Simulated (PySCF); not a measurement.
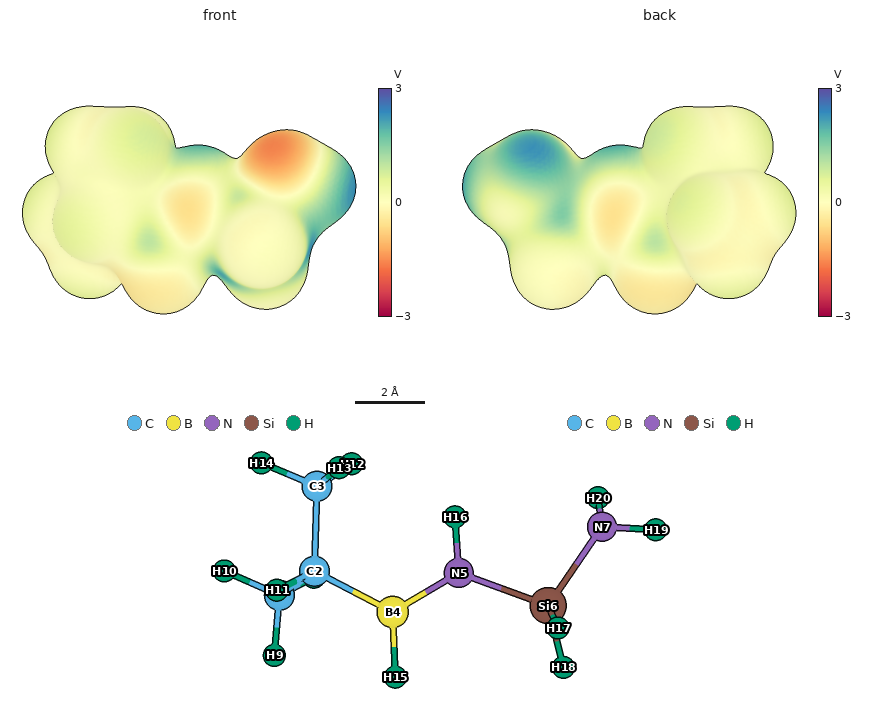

Figure 1: C$_{3}$H$_{13}$BN$_{2}$Si (SMILES CC(C)BN[SiH2]N). The electrostatic potential painted on the density surface at 0.004 e/bohr³, seen from the front and from behind; red is negative and blue positive. The bare structure is drawn below in the same view.

Geometry: GFN2-xTB.

Computed with PBE0/pcSseg-1, SCF density, gas phase, non-relativistic (PySCF).

The calculation's input:

```
{"job": {"kind": "nmr", "xc": "PBE0", "basis": "pcSseg-1"}, "charge": 0, "multiplicity": 1}
C     -2.435508    -1.233936    -0.020928
C     -1.623900     0.000230     0.398315
C     -1.788413     1.097711    -0.656706
B     -0.112412    -0.408232     0.724586
N      0.972992     0.145572     0.053265
Si     2.679654    -0.101424     0.292961
N      3.375204     0.689236    -1.075174
H     -2.045651    -1.644445    -0.950765
H     -2.376533    -2.006244     0.742102
H     -3.483600    -0.977765    -0.173919
H     -2.074636     0.372749     1.328160
H     -1.398789     0.768958    -1.619635
H     -1.263189     2.003476    -0.357975
H     -2.840655     1.347937    -0.790977
H      0.106355    -1.208323     1.555323
H      0.760895     0.842270    -0.647452
H      3.183296     0.628484     1.458842
H      2.923895    -1.545029     0.410949
H      4.374094     0.810291    -1.085976
H      3.061752     0.429162    -1.997727
```

Run with:

```sh
OMP_NUM_THREADS=1 python probes_run.py task.json out
```

Q: Describe the electrostatic potential map.

A: The most negative region (about −1.5 V) lies over N7, the most positive (about +2.2 V) over Si6, H19 and H20. N7 is the likeliest acceptor of a hydrogen bond.

Q: How polar is the molecule by this calculation?

A: Its dipole moment is 2.12 D.
